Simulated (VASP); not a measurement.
Energy against volume of Mo (bcc). Level of theory: optB88-vdW, VASP's PBE PAW potentials (set 64) (plane waves; VASP 6.6.1).

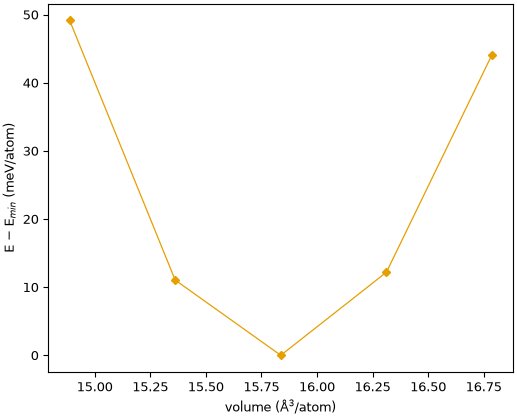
Energy against volume

### Question
Estimate the equilibrium volume and the bulk modulus.

### Answer
The minimum lies near 15.8 Å³/atom, and the curvature gives B0 of about 260 GPa.

Measured: bulk modulus 265 GPa at 0 K (computed value off by -1.2 %), as given by Vázquez-Parga, Fernández-Martínez, Viñes, J. Chem. Theory Comput. (2023), doi:10.1021/acs.jctc.3c00612, Supporting … [zero-point energy and finite temperature contributions removed]; a 3.141 Å at 0 K (computed value off by +0.7 %), as given by Daniel Mejia-Rodriguez et al., Physical Review B (2018), arXiv:1807.09216 [static lattice: zero-point anharmonic expansion removed].

The compound is Mo in the bcc structure. It was relaxed first.
